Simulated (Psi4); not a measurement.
# wB97X-D/6-311+G(d,p) (sweep point 7) run of AlCl (aluminium monochloride)

Aim: a structure relaxation of AlCl (aluminium monochloride). 

Program for the calculation: Psi4 1.11.

3 further runs of the same task are left out: 3 set aside as unsound or not needed.

## Step 1: The structure to begin with

AlCl: 2 atoms, total charge 0, spin state singlet. As SMILES, `[Al][Cl]`. The bond length is the measured one. The run starts from this shape.

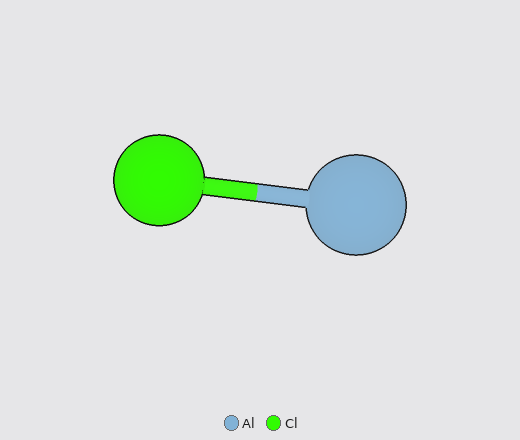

Viewed from a chosen angle; aluminium light blue, chlorine green.

## Step 2: A geometry optimisation at wB97X-D/6-311+G(d,p) (sweep point 7)

Contents of alcl.in:

```
memory 1.6 GB

molecule molecule1 {
  0 1
  Al     0.000000     0.000000     0.000000
  Cl     0.000000     0.000000     2.130113
  units angstrom
  symmetry c1
}

set globals {
  basis 6-311+G**
  puream true
  scf_type pk
  dft_radial_points 99
  dft_spherical_points 590
  g_convergence gau_tight
  geom_maxiter 50
}

optimize('wb97x-d')
print_variables()
```

Started as:

```console
psi4 -i alcl.in -o alcl.out -n 1
```

alcl.out:

```text
Psi4 1.11 release

gradient() will perform analytic gradient computation.

   => Loading Basis Set <=

    Name: 6-311+G**
    Role: ORBITAL
    Keyword: BASIS

   => WB97X-D: Empirical Dispersion <=

    Chai and Head-Gordon Dispersion Correction

        s6 =       1.000000

         ---------------------------------------------------------
                                   SCF
                              RKS Reference
                        1 Threads,   1525 MiB Core
         ---------------------------------------------------------

  ==> Geometry <==

    Molecular point group: c1
    Full point group: C_inf_v

    Geometry (in Angstrom), charge = 0, multiplicity = 1:

       Center              X                  Y                   Z               Mass
    ------------   -----------------  -----------------  -----------------  -----------------
         AL           0.000000000000     0.000000000000    -1.202375097812    26.981538530000
         CL           0.000000000000     0.000000000000     0.927737902188    34.968852682000

  Running in c1 symmetry.

  Rotational constants: A = ************  B =      0.24394  C =      0.24394 [cm^-1]
  Rotational constants: A = ************  B =   7313.20712  C =   7313.20712 [MHz]
  Nuclear repulsion =   54.902328448335837

  Charge       = 0
  Multiplicity = 1
  Electrons    = 30
  Nalpha       = 15
  Nbeta        = 15

  ==> Algorithm <==

  SCF Algorithm Type is PK.
  DIIS enabled.
  MOM disabled.
  Fractional occupation disabled.
  Guess Type is SAD.
  Energy threshold   = 1.00e-08
  Density threshold  = 1.00e-08
  Integral threshold = 1.00e-12

  ==> Primary Basis <==

  Basis Set: 6-311+G**
    Blend: 6-311+G**
    Number of shells: 28
    Number of basis functions: 60
    Number of Cartesian functions: 62
    Spherical Harmonics?: true
    Max angular momentum: 2

  ==> DFT Potential <==

   => LibXC <=

    Version 7.1.2

   => Composite Functional: WB97X-D <=

    wB97X-D Hyb-GGA Exchange-Correlation Functional

    Deriv               =              1
    GGA                 =           TRUE
    Meta                =          FALSE

    Exchange Hybrid     =           TRUE
    MP2 Hybrid          =          FALSE

   => Exchange-Correlation Functionals <=

    1.0000   wB97X-D range-separated functional

   => Exact (HF) Exchange <=

    0.7780            HF,LR [omega = 0.2000]
    0.2220               HF

   => LibXC Density Thresholds  <==

    XC_HYB_GGA_XC_WB97X_D:  1.00E-14

   => Molecular Quadrature <=

    Radial Scheme          =       TREUTLER
    Pruning Scheme         =           NONE
    Nuclear Scheme         =       TREUTLER

    Blocking Scheme        =         OCTREE
    BS radius alpha        =              1
    Pruning alpha          =              1
    Radial Points          =             99
    Spherical Points       =            590
    Total Points           =         113070
    Total Blocks           =            987
    Max Points             =            256
    Max Functions          =             58
    Weights Tolerance      =       1.00E-15

  ==> Integral Setup <==

  Using in-core PK algorithm.
   Calculation information:
      Number of atoms:                   2
      Number of AO shells:              28
      Number of primitives:             51
      Number of atomic orbitals:        62
      Number of basis functions:        60

      Integral cutoff                 1.00e-12
      Number of threads:                 1

  Performing in-core PK
  Using 5026095 doubles for integral storage.
  We computed 73684 shell quartets total.
  Whereas there are 82621 unique shell quartets.

  Computing range-separated integrals for PK
  We computed 73684 wK shell quartets total.
  Whereas there are 82621 wK unique shell quartets.

  ==> DiskJK: Disk-Based J/K Matrices <==

    J tasked:                  Yes
    K tasked:                  Yes
    wK tasked:                 Yes
    Omega:               2.000E-01
    Memory [MiB]:              992
    Schwarz Cutoff:          1E-12

  Cached 100.0% of DFT collocation blocks in 0.149 [GiB].

  Minimum eigenvalue in the overlap matrix is 2.8491710090E-03.
  Reciprocal condition number of the overlap matrix is 5.9410208506E-04.
    Using symmetric orthogonalization.

  ==> Pre-Iterations <==

  SCF Guess: Superposition of Atomic Densities via on-the-fly atomic UHF (no occupation information).

   -------------------------
    Irrep   Nso     Nmo
   -------------------------
     A         60      60
   -------------------------
    Total      60      60
   -------------------------

  ==> Iterations <==

                        Total Energy        Delta E     RMS |[F,P]|

   @RKS iter SAD:  -702.18173928023543   -7.02182e+02   0.00000e+00
   @RKS iter   1:  -702.65101363618908   -4.69274e-01   5.30546e-03 DIIS/ADIIS
   @RKS iter   2:  -702.66878700616098   -1.77734e-02   3.59538e-03 DIIS/ADIIS
   @RKS iter   3:  -702.68504486000495   -1.62579e-02   3.78255e-04 DIIS/ADIIS
   @RKS iter   4:  -702.68521292394053   -1.68064e-04   5.88424e-05 DIIS
   @RKS iter   5:  -702.68522700504536   -1.40811e-05   9.73143e-06 DIIS
   @RKS iter   6:  -702.68522775519727   -7.50152e-07   2.66064e-06 DIIS
   @RKS iter   7:  -702.68522779197986   -3.67826e-08   6.88798e-07 DIIS
   @RKS iter   8:  -702.68522779403099   -2.05114e-09   1.43514e-07 DIIS
   @RKS iter   9:  -702.68522779411933   -8.83347e-11   3.41277e-08 DIIS
   @RKS iter  10:  -702.68522779412638   -7.04858e-12   5.26858e-09 DIIS
  Energy and wave function converged.

  ==> Post-Iterations <==

   Electrons on quadrature grid:
      Ntotal   =   29.9999997104 ; deviation = -2.896e-07

[... 19 lines left out ...]
    Final Occupation by Irrep:
[... 10 lines left out ...]
    One-Electron Energy =               -1082.2700228194050851
[... 2 lines left out ...]
    Empirical Dispersion Energy =          -0.0000284675153104
[... 16 lines left out ...]
 Dipole X            :          0.0000000            0.0000000            0.0000000
[... 61 lines left out ...]
    Weights Tolerance      =       1.00E-15
[... 40 lines left out ...]
	   Step    Total Energy     Delta E     Max Force     RMS Force      Max Disp      RMS Disp   ~
[... 134 lines left out ...]
                        Total Energy        Delta E     RMS |[F,P]|
[... 3 lines left out ...]
   @RKS iter   2:  -702.68533173803087   -5.30773e-06   4.89823e-05 DIIS
[... 2 lines left out ...]
   @RKS iter   5:  -702.68533534956703   -5.04247e-09   3.68627e-07 DIIS
[... 2 lines left out ...]
   @RKS iter   8:  -702.68533535005452   -1.13687e-12   3.80932e-09 DIIS
[... 13 lines left out ...]
  @RKS Final Energy:  -702.68533535005452
[... 5 lines left out ...]
    Two-Electron Energy =                 358.5327035543709826
[... 2 lines left out ...]
    VV10 Nonlocal Energy =                  0.0000000000000000
[... 16 lines left out ...]
 Dipole Y            :          0.0000000            0.0000000            0.0000000
[... 74 lines left out ...]
	                                 ==> Convergence Check <==
[... 8 lines left out ...]
	  Convergence Criteria              o    1.50e-05 *    1.00e-05 *    6.00e-05 *    4.00e-05 *
[... 103 lines left out ...]
   @RKS iter   0:  -702.68301036516721   -7.02683e+02   2.70114e-04
[... 2 lines left out ...]
   @RKS iter   3:  -702.68536037294416   -1.78304e-06   3.08995e-06 DIIS
[... 2 lines left out ...]
   @RKS iter   6:  -702.68536039566459   -2.30216e-10   3.65256e-08 DIIS
[... 8 lines left out ...]
    Final Occupation by Irrep:
[... 10 lines left out ...]
    One-Electron Energy =               -1081.1219990030040208
[... 2 lines left out ...]
    Empirical Dispersion Energy =          -0.0000303577151662
[... 16 lines left out ...]
 Dipole X            :         -0.0000000            0.0000000           -0.0000000
[... 41 lines left out ...]
    Weights Tolerance      =       1.00E-15
[... 40 lines left out ...]
	   Step    Total Energy     Delta E     Max Force     RMS Force      Max Disp      RMS Disp
[... 81 lines left out ...]
                        Total Energy        Delta E     RMS |[F,P]|
[... 3 lines left out ...]
   @RKS iter   2:  -702.68536054954450   -6.26699e-09   1.68356e-06 DIIS
[... 2 lines left out ...]
   @RKS iter   5:  -702.68536055382560   -6.13909e-12   1.27469e-08 DIIS
[... 8 lines left out ...]
    Final Occupation by Irrep:
[... 10 lines left out ...]
    One-Electron Energy =               -1081.0988713386038853
[... 2 lines left out ...]
    Empirical Dispersion Energy =          -0.0000303972660740
[... 16 lines left out ...]
 Dipole X            :         -0.0000000            0.0000000           -0.0000000
[... 41 lines left out ...]
    Weights Tolerance      =       1.00E-15
[... 40 lines left out ...]
	   Step    Total Energy     Delta E     Max Force     RMS Force      Max Disp      RMS Disp
[... 66 lines left out ...]
   @RKS iter   0:  -702.68535502642078   -7.02685e+02   6.27931e-07
[... 2 lines left out ...]
   @RKS iter   3:  -702.68536055889899   -9.43601e-12   7.21237e-09 DIIS
[... 32 lines left out ...]
  @RKS Final Energy:  -702.68536055889899
[... 5 lines left out ...]
    Two-Electron Energy =                 358.2874087000999452
[... 2 lines left out ...]
    VV10 Nonlocal Energy =                  0.0000000000000000
    Total Energy =                       -702.6853605588989922

Computation Completed

Properties will be evaluated at   0.000000,   0.000000,   0.000000 [a0]

Properties computed using the SCF density matrix

 Multipole Moments:

 ------------------------------------------------------------------------------------
     Multipole            Electronic (a.u.)      Nuclear  (a.u.)        Total (a.u.)
 ------------------------------------------------------------------------------------

 L = 1.  Multiply by 2.5417464519 to convert [e a0] to [Debye]
 Dipole X            :         -0.0000000            0.0000000           -0.0000000
 Dipole Y            :         -0.0000000            0.0000000           -0.0000000
 Dipole Z            :         -1.0344141            0.2687546           -0.7656594
 Magnitude           :                                                    0.7656594

 ------------------------------------------------------------------------------------

	total time  =          1 seconds =       0.02 minutes

         ------------------------------------------------------------
                                   SCF GRAD
         ------------------------------------------------------------

  ==> Geometry <==

    Molecular point group: c1
    Full point group: C_inf_v

    Geometry (in Angstrom), charge = 0, multiplicity = 1:

       Center              X                  Y                   Z               Mass
    ------------   -----------------  -----------------  -----------------  -----------------
         AL           0.000000000000     0.000000000000    -1.215630466699    26.981538530000
         CL           0.000000000000     0.000000000000     0.937965582507    34.968852682000

  Nuclear repulsion =   54.303667394425702

   => Molecular Quadrature <=

    Radial Scheme          =       TREUTLER
    Pruning Scheme         =           NONE
    Nuclear Scheme         =       TREUTLER

    Blocking Scheme        =         OCTREE
    BS radius alpha        =              1
    Pruning alpha          =              1
    Radial Points          =             99
    Spherical Points       =            590
    Total Points           =         113072
    Total Blocks           =            989
    Max Points             =            256
    Max Functions          =             58
    Weights Tolerance      =       1.00E-15

  -Total Gradient:
     Atom            X                  Y                   Z
    ------   -----------------  -----------------  -----------------
       1       -0.000000000000     0.000000000000    -0.000099607408
       2        0.000000000000     0.000000000000    -0.000100069899

	total time  =          0 seconds =       0.00 minutes

    			-----------------------------------------

    			 OPTKING 3.0: for geometry optimizations

    			        with contributions from

    			-----------------------------------------

	                            ===> Fragment 1 <==

	 Z (Atomic Numbers)          Masses                          Geom
	      13.000000            26.981539          0.00000000  0.00000000 -2.29720865
	      17.000000            34.968853          0.00000000  0.00000000  1.77249807

	 - Coordinate -           - BOHR/RAD -       - ANG/DEG -
	 R(1,2)           =         4.069707           2.153596

	        --- Internal Coordinate Step in ANG or DEG, aJ/ANG or AJ/DEG ---
	-------------------------------------------------------------------------------
	           Coordinate      Previous         Force          Change          New
	           ----------      --------        ------          ------        ------
	               R(1,2)       2.15360        0.00000        0.00000       2.15360
	-------------------------------------------------------------------------------

	                                 ==> Convergence Check <==

	Measures of convergence in internal coordinates in au.

	Criteria marked as inactive (o), active & met (*), and active & unmet ( ).

	----------------------------------------------------------------------------------------------
	   Step    Total Energy     Delta E     Max Force     RMS Force      Max Disp      RMS Disp
	----------------------------------------------------------------------------------------------
	  Convergence Criteria              o    1.50e-05 *    1.00e-05 *    6.00e-05 *    4.00e-05 *
	----------------------------------------------------------------------------------------------
	     5    -702.68536056   -5.07e-09 o    2.31e-07 *    2.31e-07 *    1.75e-06 *    1.75e-06 *  ~
	----------------------------------------------------------------------------------------------

Next Geometry in Ang
	Fragment 1 (Ang)

	   Al   0.0000000000   0.0000000000  -1.2156309286
	   Cl   0.0000000000   0.0000000000   0.9379660444

    Final optimized geometry and variables:
    Molecular point group: c1
    Full point group: C_inf_v

    Geometry (in Angstrom), charge = 0, multiplicity = 1:

    AL           0.000000000000     0.000000000000    -1.215630466699
    CL           0.000000000000     0.000000000000     0.937965582507

  Variable Map:
  ----------------------------------------------------------------------------
  "CURRENT ENERGY"                       =>    -702.685360558899
  "CURRENT REFERENCE ENERGY"             =>    -702.685360558899
  "DD SOLVATION ENERGY"                  =>       0.000000000000
  "DFT FUNCTIONAL TOTAL ENERGY"          =>    -702.685330159742
  "DFT TOTAL ENERGY"                     =>    -702.685360558899
  "DFT VV10 ENERGY"                      =>       0.000000000000
  "DFT XC ENERGY"                        =>     -34.178642460137
  "DISPERSION CORRECTION ENERGY"         =>      -0.000030399157
  "GRID ELECTRONS ALPHA"                 =>      14.999999857315
  "GRID ELECTRONS BETA"                  =>      14.999999857315
  "GRID ELECTRONS TOTAL"                 =>      29.999999714630
  "NUCLEAR REPULSION ENERGY"             =>      54.303667394426
  "ONE-ELECTRON ENERGY"                  =>   -1081.097763794131
  "OPTIMIZATION ITERATIONS"              =>       5.000000000000
  "PCM POLARIZATION ENERGY"              =>       0.000000000000
  "PE ENERGY"                            =>       0.000000000000
  "SCF ITERATION ENERGY"                 =>    -702.685360558899
  "SCF ITERATIONS"                       =>       3.000000000000
  "SCF TOTAL ENERGY"                     =>    -702.685360558899
  "TWO-ELECTRON ENERGY"                  =>     358.287408700100
  "WB97X-D DISPERSION CORRECTION ENERGY" =>      -0.000030399157
  "XC GRID RADIAL POINTS"                =>      99.000000000000
  "XC GRID SPHERICAL POINTS"             =>     590.000000000000
  "XC GRID TOTAL POINTS"                 =>  113072.000000000000

  Array Variable Map:
  ----------------------------------------------------------------------------
  "-D GRADIENT"                          =>      -0.000000000000 ... -0.000044721212 2 by 3
  "CURRENT DIPOLE"                       =>      -0.000000000000 ... -0.765659445714 1 by 3
  "CURRENT GRADIENT"                     =>      -0.000000000000 ... -0.000100069899 2 by 3
  "DFT TOTAL GRADIENT"                   =>      -0.000000000000 ... -0.000100069899 2 by 3
  "SCF DIPOLE"                           =>      -0.000000000000 ... -0.765659445714 1 by 3
  "SCF TOTAL ENERGIES"                   =>    -702.685355026421 ... -702.685360558899 1 by 4
  "SCF TOTAL GRADIENT"                   =>      -0.000000000000 ... -0.000100069899 2 by 3

    Psi4 run time: 0:00:13.09

[set-up sections that repeat, and orbital energies of the middle runs, are left out above]
```

The script printed:

```text
Optimizer: Optimization complete!
```

Run time: 14 s. Hardware: 1 thread of Intel Xeon 6975P-C (Granite Rapids), shared host; peak memory 0.44 GiB.

Steps, from the record of the run:

```
step  energy from the first frame kept (eV)  largest force (eV/Å)
   0                                 0.0000                0.3092
   1                                -0.0029                0.1314
   2                                -0.0036                0.0112
   3                                -0.0036                0.0054
   4                                -0.0036                0.0052
```

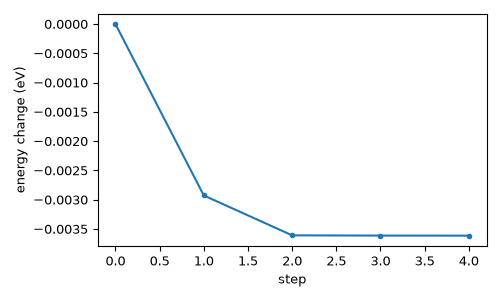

Energy along the run.

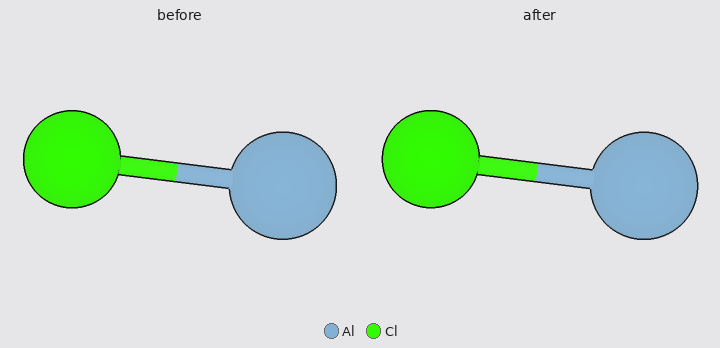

Before and after, at one scale.

After the run. Bond lengths: Al1–Cl2 2.154 Å.

## Step 3: Results

Level: wB97X-D/6-311+G** (sweep point 7).

```
               quantity          value
total energy at the end  -702.68536 Eh
          dipole moment         1.95 D
            HOMO energy       -8.89 eV
            LUMO energy       -0.21 eV
          HOMO–LUMO gap        8.69 eV
            bond length        2.154 Å
      dispersion energy   -0.08 kJ/mol
```

**Reading.** At the final geometry: Bond lengths: Al1–Cl2 2.154 Å. The optimisation took 5 steps and changed the energy by -0.004 eV.
